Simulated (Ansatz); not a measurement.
PtSe2/PtSe2 (1T bilayer), computed twice by G0W0.

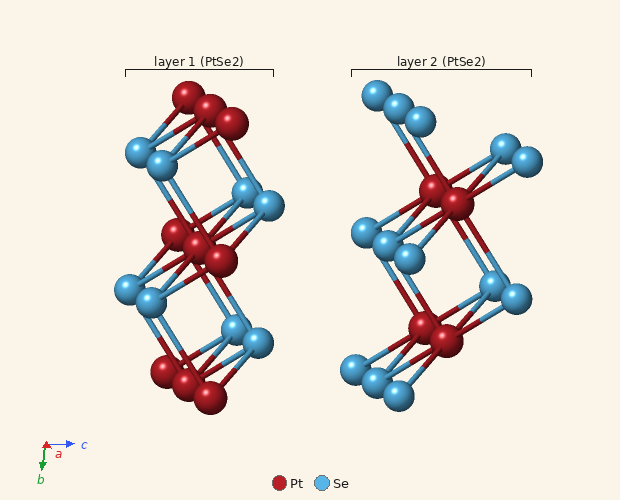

The structure (platinum red, selenium blue). Bonds to atoms that aren't drawn are left out. 2×2×1 cells are drawn. Some periodic images of atoms are drawn too.

The cell holds 6 atoms: 2 Pt and 4 Se. Cell: a = 3.710 Å, b = 3.710 Å, c = 39.600 Å, α = 90.0°, β = 90.0°, γ = 120.0°. Regions: layer 1 (PtSe2), 3 atoms (1 Pt and 2 Se); layer 2 (PtSe2), 3 atoms (1 Pt and 2 Se). Vacuum lies along c.

```xyz
6
Lattice="3.7096 0.0000 0.0000 -1.8548 3.2126 0.0000 0.0000 0.0000 39.6000" Properties=species:S:1:pos:R:3
Pt    0.0000    0.0000   17.0221
Se    0.0000    2.1417   18.3398
Se    1.8548    1.0709   15.6956
Pt    0.0000    2.1417   22.5779
Se    1.8548    1.0709   23.9044
Se    0.0000    0.0000   21.2602
```

The structure was relaxed with PBE-D3(BJ). The runs that relaxed it are not among those shown. Spin-orbit coupling is left out unless a run names it. PAW set soft_2, made with PBE.

The first (Ansatz 0.2.0; start PBE, 6×6×1 mesh, 696 empty bands, screening to 75 eV; 8 threads of Arm Neoverse V2, shared host) gave, on its mesh: starting gap 0.95 eV, G0W0 gap 1.51 eV, mean of 1 + 4πα/V (set by the cell height) 4.60, 5.7 min.

Question: The second changes empty bands from 696 to 281 and screening cutoff (eV) from 75.0 to 41. What does it give?

It gave: starting gap 0.95 eV, G0W0 gap 1.44 eV, mean of 1 + 4πα/V (set by the cell height) 4.73, 70 s. The G0W0 gap moves by −0.08 eV, +0.00 eV from the start and −0.08 eV from the correction. Σc changes by +0.32 eV at the valence top and +0.24 eV at the conduction bottom, and Σx − Vxc between them by +0.0001 eV.

Limits: not at the basis limit; coarse mesh for a sheet; no spin polarisation; d states lean on the start; no spin-orbit coupling.

[Paths, hosts, dates, memory and timing lines, banners, echoed tables and standing remarks are left out of the program output.]

[Logs are printed without paths, hosts, clocks, repeated set-up lines and the standing remarks that a program may print on its own settings, such as how far it seeks lower states.]

[Runs of the session that timed out or met a known fault of the program may be left out.]

[Cells called generated may have been cut or substituted from an entry of the Crystallography Open Database or the Materials Project.]

[Hosts, paths, dates, database ids (printed as entryN), source tags and the programs' standing remarks are cut or masked in the printed files.]
